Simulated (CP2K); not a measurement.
Consider pyridine monohydrate at its PBE geometry (Å).

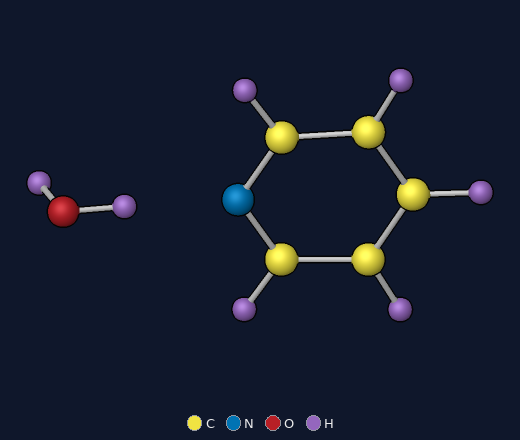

The molecule (carbon yellow, nitrogen blue, oxygen red, hydrogen purple).

```xyz
14

C    -0.4777    0.9903   -1.7866
C     0.5134    1.4902   -0.9393
C     0.8102    0.7876    0.2307
N     0.1869   -0.3512    0.5849
C    -0.7618   -0.8263   -0.2417
C    -1.1270   -0.1937   -1.4323
O     0.9920   -1.8050    2.8692
H    -0.7380    1.5121   -2.7076
H     1.0488    2.4085   -1.1774
H     1.5828    1.1412    0.9164
H    -1.2395   -1.7578    0.0688
H    -1.9042   -0.6238   -2.0631
H     0.4291   -1.4924    3.5955
H     0.6850   -1.2797    2.0825
```

Method: CP2K XAS_TDP, all-electron GAPW, PBEh(45%), aug-cc-pVDZ, TDA, GW2X-corrected core level, no relativity.

Predict the bright core excitations at the N K edge.

Leading lines: N4 399.61 eV. The leading line of an atom is its first one with 35 % of the strongest within 2.5 eV of its lowest line over the strength cut. Core ionisation energies at this level: N4 405.81 eV.

The first six lines of each atom with a strength over 0.0015:

```csv
atom,energy (eV),states,"strength, one atom",above the computed threshold
"N4 (bonded to 2 C, takes 1 H bond)",399.61,1,0.0496,
,404.85,1,0.0019,
,406.43,1,0.0056,yes
,406.83,1,0.0021,yes
,406.94,1,0.0045,yes
,407.23,1,0.0055,yes
```

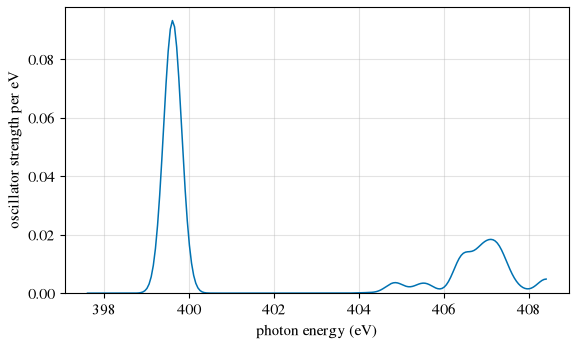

All atoms added, broadened by 0.5 eV.

Lines are vertical, at one geometry, with no vibrational structure. GW2X ionisation energies and lines can be off by 1 to 2 eV either way, and a good line position may hide errors that cancel. These values hold no scalar relativity, about 0.2 eV for N 1s. Rydberg lines, and the discretised continuum above threshold, depend on the basis and the box. This is one low-energy arrangement of the cluster, relaxed without a dispersion correction; others exist.

[Banner, clock and machine lines of the logs are left out without a mark of their own.]

[Logs are printed without paths, hosts, clocks, repeated set-up lines and the standing remarks that a program may print on its own settings, such as how far it seeks lower states.]

[Hosts, paths, dates, database ids (printed as entryN), source tags and the programs' standing remarks are cut or masked in the printed files.]
